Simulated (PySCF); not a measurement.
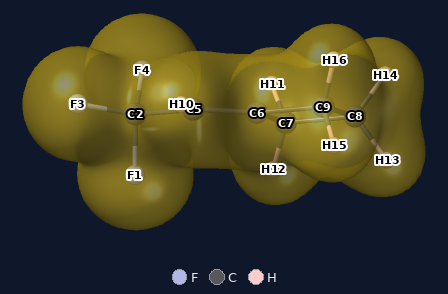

C₆H₇F₃ (charge +1, doublet). Isosurface of the electron density at 0.1 e/Å³ (yellow), seen from one side.

Geometry: GFN2-xTB.

Computed with PySCF 2.14.0, density-fitted response routines, UKS B3LYP, pcH-1 on C F H, non-relativistic, mean-field spin-orbit, GIAO.

```xyz
16

F     2.3963   -1.0232   -0.9650
C     2.3746   -0.2506    0.1338
F     3.5582    0.3059    0.2821
F     2.1493   -1.0685    1.1710
C     1.2633    0.7706    0.0024
C    -0.0287    0.3650   -0.0343
C    -0.6786   -0.9645   -0.0150
C    -2.0334   -0.2767   -0.0638
C    -1.3280    1.0720   -0.0881
H     1.5653    1.8073   -0.0771
H    -0.4671   -1.5605    0.8851
H    -0.4257   -1.6470   -0.8366
H    -2.6482   -0.5127   -0.9387
H    -2.6886   -0.4482    0.7965
H    -1.4744    1.6730   -0.9950
H    -1.5419    1.7672    0.7315
```

How is the density connected at this value?

Answer. At this value the surface is in one piece. It bridges the sampled C–F (1.32 Å), C–C (1.35 Å), C–H (1.08 Å) and C–C (1.48 Å) contacts, where the density stays above the isovalue. On the grid the lowest density along these lines, outside the cores, is 2.1 e/Å³ (C–F, 1.32 Å), 2.3 e/Å³ (C–C, 1.35 Å), 2 e/Å³ (C–H, 1.08 Å) and 1.8 e/Å³ (C–C, 1.48 Å).
